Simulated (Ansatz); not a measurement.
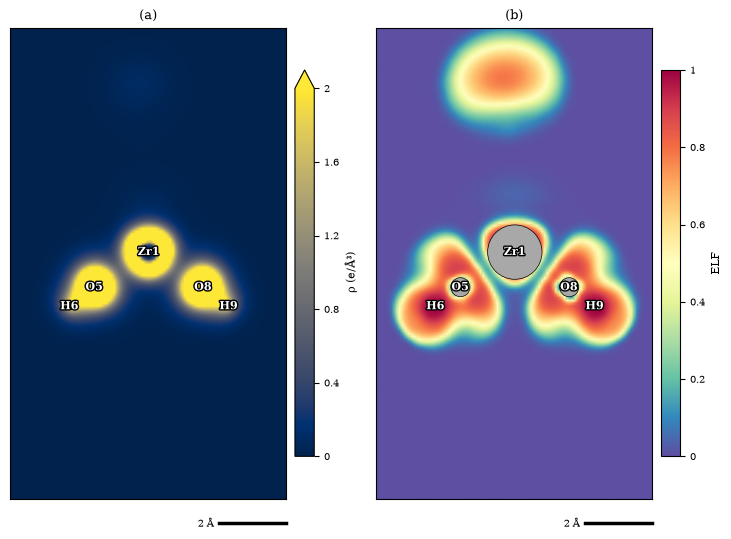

The picture shows: ClH4NO2Zr···HBr. (a) electron density; (b) electron localisation function on the plane of atoms O5, Zr1 and O8. Grey discs cover the atomic cores in the ELF map.

Core potentials replace the inner electrons of Zr.

All numbers below come from RHF/def2-SVP (Ansatz 0.2.0).

```xyz
11

Zr    0.0055   -0.3882   -0.0208
N     0.5224    0.0549    1.9160
H    -0.0725   -0.0724    2.7187
H     1.4647    0.1859    2.2453
O     1.5869   -1.0199   -0.8971
H     2.2958   -1.3574   -1.4145
Cl   -0.7718    1.6177   -1.1304
O    -1.4254   -1.6608    0.0363
H    -2.1143   -2.2953   -0.0458
Br    0.4489    3.6606    3.1565
H     0.3623    2.4273    2.4703
```

What do the fields say about this system?

Answer. The section cuts through Zr, O and H sites. Zr–O (1.92 Å): ρ is about 0.86 e/Å³ halfway; the ELF peaks at about 0.80 in the valence shell of O, 0.6 Å from its nucleus, and drops to about 0.15 between the two atoms. O–H (0.94 Å): the density is about 3.8 e/Å³ at the midpoint; the ELF climbs to about 1 towards the hydrogen, as it does in any bond to H: an ordinary covalent bond to hydrogen.
